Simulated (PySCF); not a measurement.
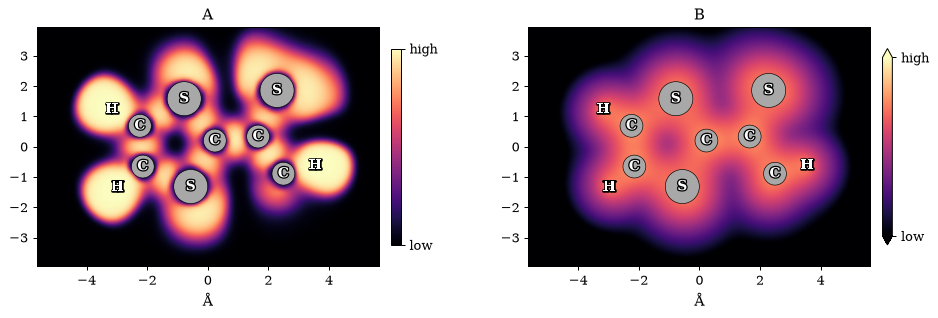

C5H5S3 (SMILES CC(=S)[c+]1sccs1) (charge +1): 2 fields on the plane of atoms S5, C4 and S8, with unlabelled colour scales. Grey discs cover the atomic cores.

Geometry: GFN2-xTB.

The calculation used PBE0/pcSseg-1, SCF density, gas phase, non-relativistic in PySCF.

Which field does each panel show? The fields are: electron density and electron localisation function.

Panel A: electron localisation function. Panel B: electron density. From the grid: C–C (1.35 Å): ρ at the midpoint is about 2.2 e/Å³; the ELF peaks at about 0.95 between the atoms (localised, covalent bonding). C–S (1.64 Å): the density is about 1.6 e/Å³ at the midpoint; the ELF peaks at about 0.90 between the atoms; localised, covalent bonding.
